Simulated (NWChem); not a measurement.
**CH2F2 (difluoromethane) at 6 levels**

We compute a comparison of 6 runs (CAM-B3LYP/aug-cc-pVDZ, B2PLYP/aug-cc-pVDZ, B3LYP/aug-cc-pVDZ, BHLYP/aug-cc-pVDZ, PBE0/aug-cc-pVDZ, wB97X/aug-cc-pVDZ) of CH2F2 (difluoromethane). 

Program for the calculation: NWChem 7.3.0.

## (1) The system as given

CH2F2 has 5 atoms, charge 0, and is taken as a singlet. SMILES: `FCF`. The C2–H5 distance was set to 2.406 Å, away from the relaxed value. At this shape a bond of the SMILES string is far longer than usual.

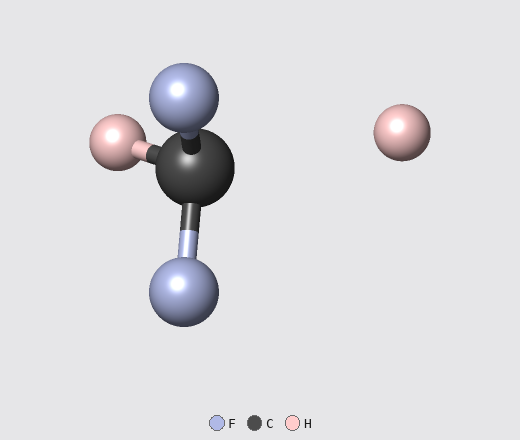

Viewed from a chosen angle; fluorine light blue, carbon dark grey, hydrogen pink.

## (2) The energy at CAM-B3LYP/aug-cc-pVDZ (run 1)

File ch2f2.nw:

```
start ch2f2
memory 2200 mb

geometry noautosym nocenter noautoz
  F    -1.259544   -0.866143    1.452876
  C    -0.176144   -1.074243    0.672276
  F     0.904256   -1.236543    1.467776
  H    -0.328944   -1.990243    0.095076
  H     0.165300    0.864200   -0.711100
end

basis spherical bse
  * library aug-cc-pVDZ
end

dft
  xc xcamb88 1.00 lyp 0.81 vwn_5 0.19 hfexch 1.00
  cam 0.33 cam_alpha 0.19 cam_beta 0.46
  grid xfine
  convergence energy 1e-08
  direct
  maxiter 100
  mulliken
  print low
end

task dft energy
```

Launch:

```console
$ nwchem ch2f2.nw > ch2f2.out
```

Output:

```text
[...]
 d= 0,ls=0.0,diis     1   -238.6181253559 -3.13D+02  1.86D-02  1.18D+00     3.4
[...]
 d= 0,ls=0.0,diis    10   -238.7705297033 -3.93D-09  7.19D-07  1.56D-09    31.9
         Total DFT energy =     -238.770529703265
      One electron energy =     -476.984748067313
           Coulomb energy =      190.907288947280
    Exchange-Corr. energy =      -26.742170885068
 Nuclear repulsion energy =       74.049100301836
[...]
      Total Density - Mulliken Population Analysis
     ---------------------------------------------
    Atom       Charge   Shell Charges
 -----------   ------   -------------------------------------------------------
    1 F    9     9.29   2.01  0.90  1.02  0.11  3.33  1.83  0.08  0.01  0.02
    2 C    6     5.15   2.02  0.70  0.25  0.02  1.77  0.22  0.03  0.17 -0.01
    3 F    9     9.29   2.01  0.90  1.02  0.11  3.33  1.83  0.08  0.01  0.02
    4 H    1     1.26   0.75  0.45  0.01  0.02  0.02
    5 H    1     1.01   0.48  0.50  0.04  0.00  0.00
[...]
```

Run time: 32 s. Hardware: 1 thread of AMD EPYC 9R45 (Zen 5), shared host; peak memory 0.13 GiB.

## (3) A single-point energy at B2PLYP/aug-cc-pVDZ (run 2)

File test.nw:

```
start test
title "CH2F2 energy"
memory stack 880 mb heap 220 mb global 1100 mb
charge 0
geometry noautosym nocenter noautoz
 F     -1.259544    -0.866143     1.452876
 C     -0.176144    -1.074243     0.672276
 F      0.904256    -1.236543     1.467776
 H     -0.328944    -1.990243     0.095076
 H      0.165300     0.864200    -0.711100
end
basis spherical bse
 * library aug-cc-pVDZ
end
dft
 xc hfexch 0.53 becke88 0.47 lyp 0.73 mp2 0.27
 dftmp2 semidirect
 mult 1
 grid xfine
 convergence energy 1e-08
 maxiter 100
 mulliken
end
mp2
 freeze core 3
end
task dft energy
```

Launch:

```console
$ nwchem test.nw > test.out
```

Output:

```text
[...]
          Wavefunction type:  closed shell.
          No. of atoms     :     5
          No. of electrons :    26
[...]
          Charge           :     0
          Spin multiplicity:     1
[...]
          AO basis - number of functions:    87
[...]
              XC Information
              --------------
                     Hartree-Fock (Exact) Exchange  0.530
                    Becke 1988 Exchange Functional  0.470
              Lee-Yang-Parr Correlation Functional  0.730
[...]
 d= 0,ls=0.0,diis     1   -238.3365151601 -3.12D+02  1.61D-02  9.99D-01     1.8
[...]
 d= 0,ls=0.0,diis    10   -238.4703195090 -4.16D-09  4.85D-07  8.10D-10    14.8
         Total DFT energy =     -238.470319508995
      One electron energy =     -477.008351999710
           Coulomb energy =      190.953725688032
    Exchange-Corr. energy =      -26.464793499152
 Nuclear repulsion energy =       74.049100301836
[...]
      Total Density - Mulliken Population Analysis
     ---------------------------------------------
    Atom       Charge   Shell Charges
 -----------   ------   -------------------------------------------------------
    1 F    9     9.36   2.01  0.90  1.04  0.10  3.32  1.91  0.06  0.01  0.02
    2 C    6     5.06   2.01  0.70  0.23  0.01  1.70  0.23  0.03  0.17 -0.03
    3 F    9     9.36   2.01  0.90  1.04  0.10  3.32  1.91  0.06  0.01  0.02
    4 H    1     1.19   0.75  0.38  0.01  0.03  0.02
    5 H    1     1.02   0.47  0.51  0.04  0.00  0.00
[...]
  Basis functions       =     87
[...]
```

Run time: 17 s. Hardware: 1 thread of AMD EPYC 9R45 (Zen 5), shared host; peak memory 0.22 GiB.

Runs 3 to 5 aren't shown in full; the table further down has their settings and results.

## (4) A single-point energy at wB97X/aug-cc-pVDZ (run 6)

File ch2f2.nw:

```
start ch2f2
memory stack 880 mb heap 220 mb global 1100 mb
geometry units angstrom noautosym nocenter noautoz
   F    -1.259544   -0.866143    1.452876
   C    -0.176144   -1.074243    0.672276
   F     0.904256   -1.236543    1.467776
   H    -0.328944   -1.990243    0.095076
   H     0.165300    0.864200   -0.711100
end
basis spherical bse
   * library aug-cc-pVDZ
end
dft
   xc wb97x
   grid xfine
   convergence energy 1e-08
   iterations 100
   mulliken
   noprint "final vectors analysis"
end
task dft
```

Launch:

```console
$ nwchem ch2f2.nw > ch2f2.out
```

Output:

```text
[...]
          Wavefunction type:  closed shell.
          No. of atoms     :     5
          No. of electrons :    26
[...]
          Charge           :     0
          Spin multiplicity:     1
[...]
          AO basis - number of functions:    87
[...]
              XC Information
              --------------
                       wb97x  Method XC Functional
                     Hartree-Fock (Exact) Exchange  1.000
                         wb97x Exchange Functional  1.000
                      wb97x Correlation Functional  1.000
[...]
 d= 0,ls=0.0,diis     1   -238.6307839369 -3.13D+02  1.47D-02  1.11D+00     4.0
[...]
 d= 0,ls=0.0,diis    11   -238.7771056613 -1.79D-10  1.13D-07  2.45D-10    41.9
         Total DFT energy =     -238.777105661272
      One electron energy =     -476.958067848844
           Coulomb energy =      190.880887750840
    Exchange-Corr. energy =      -26.749025865103
 Nuclear repulsion energy =       74.049100301836
[...]
      Total Density - Mulliken Population Analysis
     ---------------------------------------------
    Atom       Charge   Shell Charges
 -----------   ------   -------------------------------------------------------
    1 F    9     9.29   2.01  0.90  1.02  0.10  3.32  1.86  0.06  0.01  0.02
    2 C    6     5.21   2.02  0.70  0.26  0.03  1.74  0.26  0.03  0.17 -0.00
    3 F    9     9.29   2.01  0.90  1.02  0.10  3.32  1.86  0.06  0.01  0.02
    4 H    1     1.19   0.75  0.39  0.01  0.03  0.02
    5 H    1     1.02   0.48  0.51  0.03  0.00  0.00
[...]
```

It took 43 s on 1 thread of AMD EPYC 9R45 (Zen 5), shared host; peak memory 0.13 GiB.

## (5) Overview of the runs

```tsv
run	level	frozen core orbitals	energy (Eh)	wall time
1	CAM-B3LYP/aug-cc-pVDZ	–	-238.770530	32 s
2	B2PLYP/aug-cc-pVDZ	3	-238.668930	17 s
3	B3LYP/aug-cc-pVDZ	–	-238.849918	18 s
4	BHLYP/aug-cc-pVDZ	–	-238.726044	16 s
5	PBE0/aug-cc-pVDZ	–	-238.605513	18 s
6	wB97X/aug-cc-pVDZ	–	-238.777106	43 s
```

## (6) Results

| quantity | value |
| --- | --- |
| run 6: total energy | -238.77711 Eh |
| run 6: dipole moment | 1.53 D |

**Reading.** Over runs 2, 3, 4, 5, 6 the dipole moment (its size) runs from 1.50 D (PBE0/aug-cc-pVDZ) to 1.59 D (B2PLYP/aug-cc-pVDZ). A double hybrid's value is that of its SCF part. Over runs 2, 3, 4, 5 the HOMO–LUMO gap runs from 3.52 eV (B3LYP/aug-cc-pVDZ) to 5.87 eV (B2PLYP/aug-cc-pVDZ). Totals of different functionals can't be ranked against each other. In runs 1, 2, 3, 4, 5, 6 a closed-shell determinant meets a far-stretched bond, which it describes badly. All runs together took 2.4 min, the longest 43 s.
